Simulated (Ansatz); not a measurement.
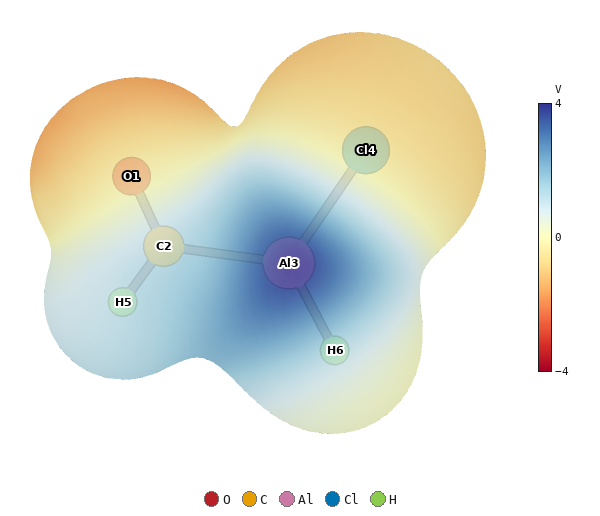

CH2AlClO (SMILES O=[CH][AlH][Cl]). The molecular electrostatic potential painted on the density surface at 0.002 e/bohr³, seen across its widest extent; the colour scale runs from red (negative) to blue (positive).

The calculation used RKS B3LYP/6-31G (Ansatz 0.2.0).

```xyz
6

O     1.1915   -1.4780   -0.7100
C     1.0304   -0.2852   -0.4055
Al   -0.7295    0.4283    0.3322
Cl   -2.3475   -1.0328    0.5953
H     1.8776    0.4239   -0.5396
H    -1.0225    1.9437    0.7276
```

> Which sites attract a positive test charge, and which a negative one?

A positive charge is drawn to the negative regions and a negative charge to the positive ones. The most negative region (about −1.6 V, or −37 kcal/mol for a unit charge) lies over O1, the most positive (about +3.7 V, or +85 kcal/mol for a unit charge) over Al3. O1 is the likeliest acceptor of a hydrogen bond.
